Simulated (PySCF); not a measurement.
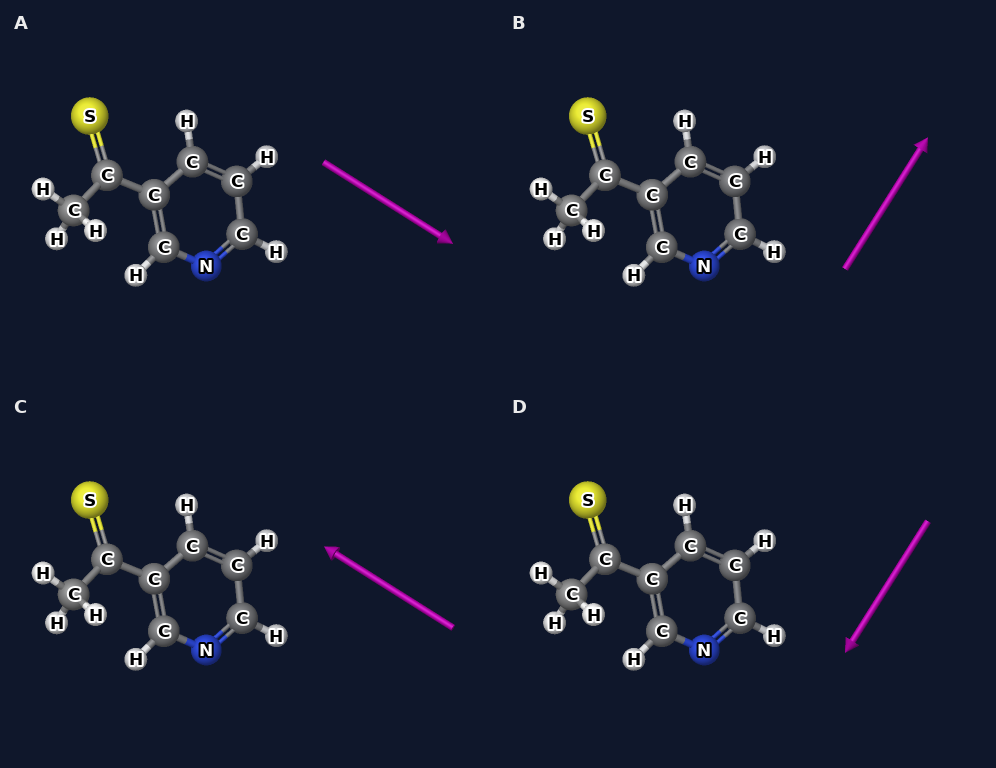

The same molecule four times, each with an arrow. The geometry was computed by an optimisation with GFN2-xTB. No frequency run is at hand to confirm it as a minimum. Properties computed with PBE0/def2-SVPD, gas phase (PySCF 2.14.0).

Question: Which arrow points along the dipole moment, from the negative to the positive end?

Answer: A. The dipole moment is 1.24 D.
